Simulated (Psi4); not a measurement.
**SF2 (sulfur difluoride) at DSD-PBEP86/def2-TZVP (density fitting for correlation)**

What is the vertical singlet–triplet gap of SF2 (sulfur difluoride) at DSD-PBEP86/def2-TZVP (density fitting for correlation)? 

The results are computed with Psi4 1.11.

## (1) The structure to begin with

The species is SF2 (3 atoms), meant as a singlet with charge 0. As SMILES, `FSF`. Geometry: relaxed at PBE0-D4/def2-TZVP.

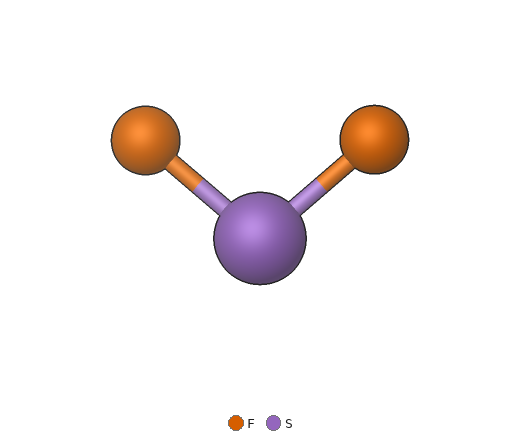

The structure, seen from a chosen angle (fluorine orange, sulfur purple).

## (2) The energy at DSD-PBEP86/def2-TZVP (density fitting for correlation)

Contents of f2s.xyz:

```xyz
3
F2S
F      0.440140     1.116450     0.365400
S     -0.601990     0.126530    -0.315250
F      0.161840    -1.242970    -0.050150
```

Contents of run.py:

```python
import psi4

psi4.set_memory('2200 MB')
psi4.set_num_threads(1)
psi4.set_output_file('f2s.out', False)

with open('f2s.xyz') as f:
    atoms = ''.join(f.readlines()[2:])
m = psi4.geometry('0 1\n' + atoms + 'symmetry c1\nno_reorient\nno_com')

psi4.set_options({
    'basis': 'def2-TZVP',
    'puream': True,
    'e_convergence': 1e-09,
    'd_convergence': 1e-08,
    'scf_type': 'pk',
    'dft_radial_points': 99,
    'dft_spherical_points': 590,
    'num_frozen_docc': 7,
})

result, w = psi4.energy("DSD-PBEP86", return_wfn=True)
print('E =', round(result, 9))
```

Command:

```sh
$ python run.py
```

f2s.out:

```text
[...]
  Running in c1 symmetry.
[...]
  Nuclear repulsion =  113.601141047721853
[...]
  Multiplicity = 1
[...]
  Nalpha       = 17
  Nbeta        = 17
[...]
    Number of basis functions: 99
[...]
   @RKS iter   1:  -596.98025510949856   -3.24305e-01   3.87724e-03 ADIIS/DIIS
[...]
   @RKS iter  10:  -597.02397318750889   -1.58025e-11   6.82426e-09 DIIS
[...]
    Orbital Energies [Eh]
    ---------------------
    Doubly Occupied:
       1A    -91.022401     2A    -25.783834     3A    -25.783824
       4A     -8.743588     5A     -6.520673     6A     -6.518008
       7A     -6.511237     8A     -1.539525     9A     -1.497925
      10A     -0.908219    11A     -0.710003    12A     -0.678279
      13A     -0.672325    14A     -0.626959    15A     -0.599084
      16A     -0.549806    17A     -0.350837
[...]
  @RKS Final Energy:  -597.02397318750889
   => Energetics <=
    Nuclear Repulsion Energy =            113.6011410477218533
    One-Electron Energy =               -1053.8114625152086319
    Two-Electron Energy =                 356.4145762029351090
    DFT Exchange-Correlation Energy =     -13.2282279229572559
    Empirical Dispersion Energy =           0.0000000000000000
    VV10 Nonlocal Energy =                  0.0000000000000000
    Total Energy =                       -597.0239731875088864
[...]
 Multipole Moments:
 ------------------------------------------------------------------------------------
     Multipole            Electronic (a.u.)      Nuclear  (a.u.)        Total (a.u.)
 ------------------------------------------------------------------------------------
 L = 1.  Multiply by 2.5417464519 to convert [e a0] to [Debye]
 Dipole X            :          7.5135424           -7.9633437           -0.4498013
 Dipole Y            :         -1.5793883            1.6739194            0.0945311
 Dipole Z            :          3.9345990           -4.1701531           -0.2355541
 Magnitude           :                                                    0.5164717
[...]
```

The script printed:

```text
E = -597.372902728
```

Wall time 17 s (1 thread of Intel Xeon at 2.50GHz (Skylake/Cascade Lake), shared host); peak memory 0.78 GiB.

## (3) The triplet

Contents of input.dat:

```
memory 2200 mb

molecule {
  0 3
  F      0.440140     1.116450     0.365400
  S     -0.601990     0.126530    -0.315250
  F      0.161840    -1.242970    -0.050150
  symmetry c1
  no_reorient
  no_com
}

set basis def2-TZVP
set reference uks
set puream true
set e_convergence 1e-09
set d_convergence 1e-08
set scf_type pk
set dft_radial_points 99
set dft_spherical_points 590
set num_frozen_docc 7
set maxiter 100

e = energy('dsd-pbep86')
```

Command:

```sh
$ psi4 -n 1 input.dat output.dat
```

output.dat:

```text
[...]
  Running in c1 symmetry.
[...]
  Nuclear repulsion =  113.601141047721853
[...]
  Multiplicity = 3
[...]
  Nalpha       = 18
  Nbeta        = 16
[...]
    Number of basis functions: 99
[...]
   @UKS iter   1:  -596.87010444814143   -2.14154e-01   4.16894e-03 DIIS/ADIIS
[...]
   @UKS iter  13:  -596.93000735076589   -2.72848e-11   9.37389e-09 DIIS
[...]
   @S^2 Observed:                2.018902930E+00
[...]
    Orbital Energies [Eh]
    ---------------------
    Alpha Occupied:
       1A    -91.054688     2A    -25.781948     3A    -25.781932
       4A     -8.770462     5A     -6.554845     6A     -6.550373
       7A     -6.539609     8A     -1.555529     9A     -1.511920
      10A     -0.957433    11A     -0.745273    12A     -0.697224
      13A     -0.688037    14A     -0.639457    15A     -0.598864
      16A     -0.598517    17A     -0.424186    18A     -0.255045
    Alpha Virtual:
      19A      0.042890    20A      0.299258    21A      0.323603
      22A      0.327314    23A      0.408905    24A      0.410209
      25A      0.425232    26A      0.470196    27A      0.503048
[...]
  @UKS Final Energy:  -596.93000735076589
   => Energetics <=
    Nuclear Repulsion Energy =            113.6011410477218533
    One-Electron Energy =               -1053.4911319289167295
    Two-Electron Energy =                 356.1918193712560878
    DFT Exchange-Correlation Energy =     -13.2318358408270669
    Empirical Dispersion Energy =           0.0000000000000000
    VV10 Nonlocal Energy =                  0.0000000000000000
    Total Energy =                       -596.9300073507658908
[...]
 Multipole Moments:
 ------------------------------------------------------------------------------------
     Multipole            Electronic (a.u.)      Nuclear  (a.u.)        Total (a.u.)
 ------------------------------------------------------------------------------------
 L = 1.  Multiply by 2.5417464519 to convert [e a0] to [Debye]
 Dipole X            :          7.6546109           -7.9633437           -0.3087328
 Dipole Y            :         -1.6090413            1.6739194            0.0648781
 Dipole Z            :          4.0084738           -4.1701531           -0.1616793
 Magnitude           :                                                    0.3544930
[...]
```

Wall time 25 s (1 thread of Intel Xeon at 2.50GHz (Skylake/Cascade Lake), shared host); peak memory 0.78 GiB.

## (4) Results

Level: DSD-PBEP86/def2-TZVP (density fitting for correlation), 7 core orbitals frozen.

| quantity | value |
| --- | --- |
| singlet: total energy | -597.37290 Eh |
| singlet: HOMO energy (SCF part's orbitals) | -9.55 eV |
| singlet: LUMO energy (SCF part's orbitals) | 0.85 eV |
| singlet: HOMO–LUMO gap (SCF part's orbitals) | 10.40 eV |
| triplet: total energy | -597.27413 Eh |
| triplet: HOMO energy (SCF part's orbitals) (highest over α and β) | -6.94 eV |
| triplet: LUMO energy (SCF part's orbitals) (lowest over α and β) | -1.59 eV |
| triplet: ⟨S²⟩ | 2.019 |
| vertical energy of the triplet above the singlet | 2.688 eV |

At this shape the triplet lies 2.69 eV (259 kJ/mol) above the singlet.
